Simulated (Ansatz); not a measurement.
CH$_{6}$NSbTe (SMILES N[CH2][SbH][TeH])

Input file:

```
crystal:
  periodic: [false, false, false]
  atoms:
    - {symbol: N, position_ang: [-0.721306, 1.495503, 0.162462]}
    - {symbol: C, position_ang: [0.537543, 0.822413, 0.020906]}
    - {symbol: Sb, position_ang: [0.727908, -1.070619, 1.162375]}
    - {symbol: Te, position_ang: [-1.363686, -2.296722, -0.163319]}
    - {symbol: H, position_ang: [-1.491443, 0.892906, -0.106625]}
    - {symbol: H, position_ang: [-0.886114, 1.803296, 1.111944]}
    - {symbol: H, position_ang: [1.350500, 1.468239, 0.359178]}
    - {symbol: H, position_ang: [0.718658, 0.577507, -1.025767]}
    - {symbol: H, position_ang: [1.939005, -1.736652, 0.150694]}
    - {symbol: H, position_ang: [-0.728165, -2.006973, -1.669047]}
basis:
  gaussian: {orbitals: def2-TZVPP}
hamiltonian: {xc: pbe0, dispersion: d4}
output: {orbitals: {seedname: orbitals}}
```

Run with:

```sh
ansatz run in.yaml --threads 4 --pin off --events-out ev --progress --plain --max-ram 10444MiB
```

Geometry: PBE0-D4/def2-TZVP; core potentials replace the inner electrons of Sb and Te.

Computed with RKS PBE0-D4/def2-TZVPP in Ansatz 0.2.0.

What can the converged electron density and electron localisation function tell about the bonding?

C–Sb (2.22 Å): ρ at the midpoint is about 0.69 e/Å³; the ELF peaks at about 0.90 in the valence shell of C, 0.7 Å from its nucleus, and drops to about 0.20 between the two atoms.
Sb–Te (2.76 Å): ρ is about 0.45 e/Å³ halfway; the ELF peaks at about 0.75 in the valence shell of Te, 1.3 Å from its nucleus, and drops to about 0.20 between the two atoms.
C–H (1.09 Å): ρ at the midpoint is about 2 e/Å³; the ELF climbs to about 1 towards the hydrogen, as it does in any bond to H (a covalent bond by its length).

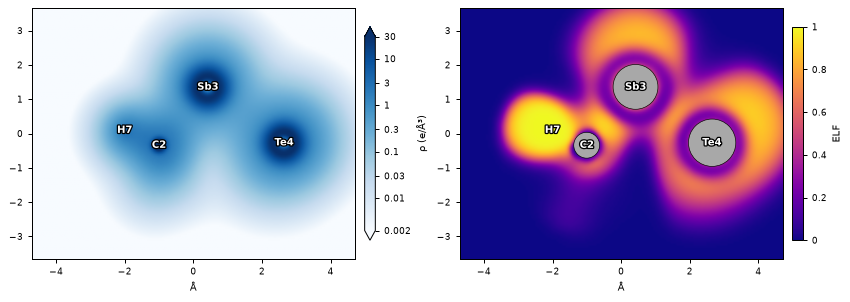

Computed electron density and electron localisation function on the plane of atoms C2, Sb3 and Te4, in this order. Grey discs cover the atomic cores in the ELF map. 
